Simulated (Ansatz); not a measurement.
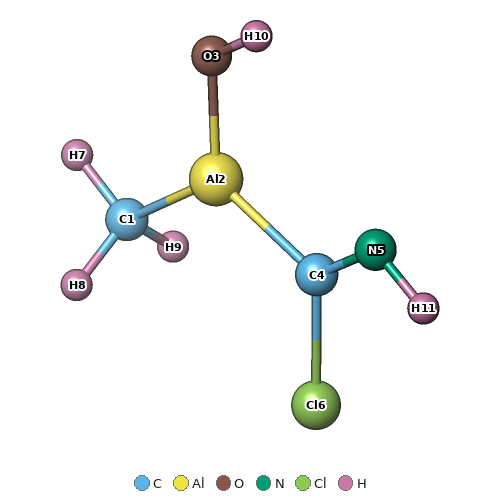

The system is C2H5AlClNO, SMILES [CH3][Al]([OH])[C](=N)Cl; the picture shows the reference structure. The first coordinate is: dihedral C1–Al2–C4–N5; the second: dihedral C1–Al2–O3–H10. Nothing is relaxed (all other coordinates rigid). The grid has 18 × 18 points. Points are written as (first, second). All energies are given in kcal/mol relative to the lowest grid point. Theory: RKS PBE-D4/def2-SVP in Ansatz.

Its coordinates:

```xyz
11

C    -1.6367    1.0182    0.6204
Al    0.1649    0.3100    0.4526
O     1.4036    0.7970    1.5398
C     0.7011   -1.0010   -0.9541
N     1.8690   -1.4705   -1.0832
Cl   -0.6853   -1.4767   -2.0716
H    -1.7231    1.7336    1.4623
H    -2.3687    0.1987    0.7807
H    -1.9455    1.5355   -0.3123
H     2.3031    0.4398    1.4515
H     1.9829   -2.1416   -1.8656
```

Range: dihedral C1–Al2–C4–N5 from −180 to 160°; dihedral C1–Al2–O3–H10 from −180 to 160°.

Question: Predict the map.

Answer: The lowest grid point is at (0°, −180°); the map holds 2 wells of about this depth. There is a further well near (80°, 0°) (2.01 kcal/mol above the lowest at that grid point). The highest grid point, (0°, 80°), lies 6.04 kcal/mol above the lowest. On the interpolated surface the easiest way out of the lowest well to the well at (−180°, −180°) passes a barrier of about 0.7 kcal/mol. Round the minimum the valley is somewhat tilted: raising dihedral C1–Al2–C4–N5 shifts the best value of dihedral C1–Al2–O3–H10 downwards (coupling k₁₂/√(k₁₁k₂₂) about 0.4).

```csv
"dihedral C1–Al2–O3–H10 ↓, dihedral C1–Al2–C4–N5 →",−160,−120,−80,−40,0,40,80,120,160
140,2.05,2.06,2.37,2.72,2.34,1.98,2.27,2.54,2.38
100,5.22,4.89,4.89,5.51,5.68,5.08,4.79,5.21,5.45
60,5.02,4.70,4.49,4.89,5.33,4.96,4.43,4.69,5.07
20,2.79,2.57,2.41,2.64,2.92,2.76,2.38,2.50,2.79
−20,2.78,2.49,2.38,2.76,2.91,2.64,2.40,2.56,2.79
−60,5.07,4.68,4.42,4.95,5.33,4.89,4.48,4.70,5.01
−100,5.45,5.21,4.80,5.08,5.68,5.51,4.89,4.90,5.22
−140,2.39,2.54,2.28,1.98,2.35,2.73,2.38,2.07,2.06
−180,0.12,0.50,0.70,0.39,0.00,0.39,0.70,0.50,0.12
```

The table holds every second grid line.

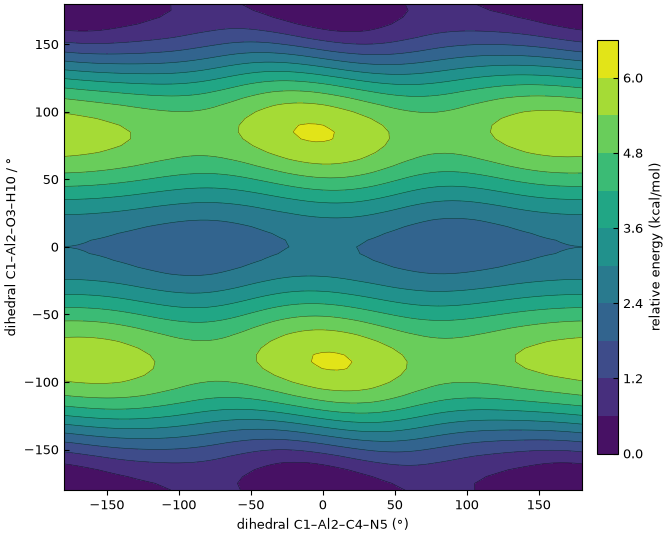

The picture shows filled contours. Between grid points the surface is interpolated.

The whole map (324 points run) took 27 min on 1 thread of Arm Neoverse V1, with other jobs on the host.
